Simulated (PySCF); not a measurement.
**C₅H₉OPSi₂: density, localisation and related maps**

```yaml
atoms:
  - { symbol: C, position_ang: [3.3334, -0.4803, 3.8178] }
  - { symbol: C, position_ang: [2.8084, -0.4967, 2.7326] }
  - { symbol: C, position_ang: [2.2221, -0.5044, 1.5083] }
  - { symbol: C, position_ang: [1.7089, -0.5080, 0.4069] }
  - { symbol: Si, position_ang: [0.8688, -0.4721, -1.2369] }
  - { symbol: Si, position_ang: [-1.4439, -0.3572, -0.9381] }
  - { symbol: P, position_ang: [-2.7007, 0.0336, -2.7437] }
  - { symbol: O, position_ang: [-1.8691, 0.9211, -0.0269] }
  - { symbol: C, position_ang: [-1.4576, 1.2084, 1.2724] }
  - { symbol: H, position_ang: [3.7905, -0.4687, 4.7613] }
  - { symbol: H, position_ang: [1.3131, -1.6751, -1.9564] }
  - { symbol: H, position_ang: [1.4457, 0.6965, -1.9262] }
  - { symbol: H, position_ang: [-1.9677, -1.5962, -0.3212] }
  - { symbol: H, position_ang: [-2.1935, -1.0598, -3.4207] }
  - { symbol: H, position_ang: [-1.8092, 0.8953, -3.3576] }
  - { symbol: H, position_ang: [-1.7312, 0.3978, 1.9512] }
  - { symbol: H, position_ang: [-0.3741, 1.3455, 1.3165] }
  - { symbol: H, position_ang: [-1.9526, 2.1265, 1.5889] }
```

Geometry: GFN2-xTB.

The calculation used PBE0/pcSseg-1, SCF density, gas phase, non-relativistic (PySCF).

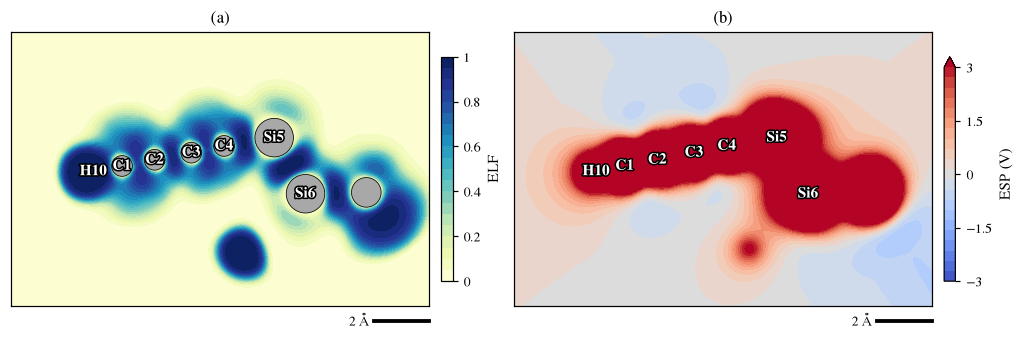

Figure 1. (a) electron localisation function; (b) molecular electrostatic potential on the plane of atoms C4, Si5 and Si6. Grey discs cover the atomic cores in the ELF map.

> What does the map show?

Atoms in the plane: C, Si and H. C–C (1.21 Å): the ELF peaks at about 0.85 between the atoms: a multiple bond. C–Si (1.85 Å): the ELF peaks at about 0.95 between the atoms: localised, covalent bonding. Si–Si (2.33 Å): the ELF peaks at about 1 between the atoms; a covalent bond. C–H (1.05 Å): the ELF climbs to about 1 towards the hydrogen, as it does in any bond to H (a covalent bond by its length). The ELF also peaks beside P7, away from the bonds: lone-pair regions. Outside the dense part of the molecule the potential is most negative (−0.9 V) near P7, which lies off the plane.

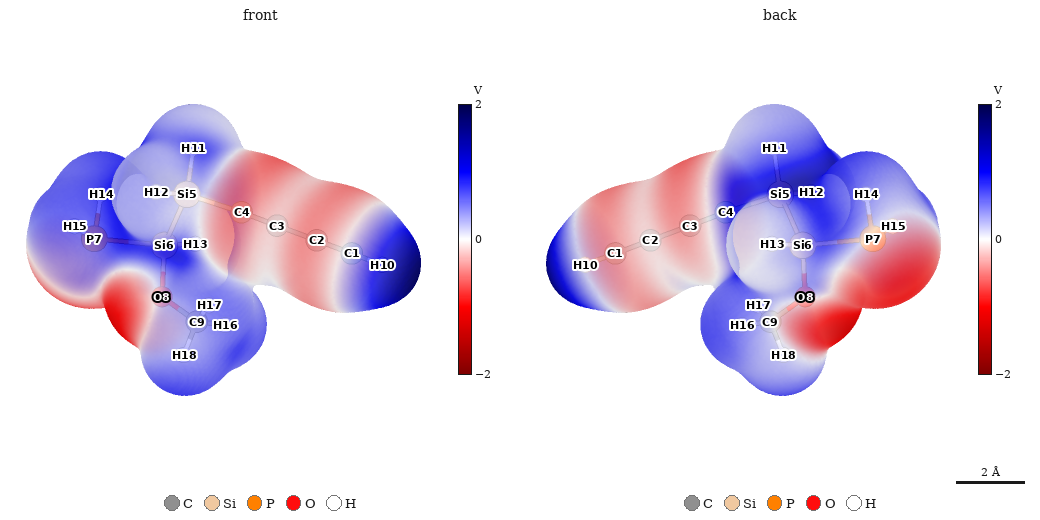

Figure 2. The molecular electrostatic potential painted on the density surface at 0.002 e/bohr³, seen from the front and from behind; red is negative and blue positive.

> Where is the surface potential most negative and most positive?

The most negative region (about −1.2 V) lies over O8, the most positive (about +1.8 V) over H10. O8 is the likeliest acceptor of a hydrogen bond.

> How polar is the molecule by this calculation?

Its dipole moment is 1.46 D.
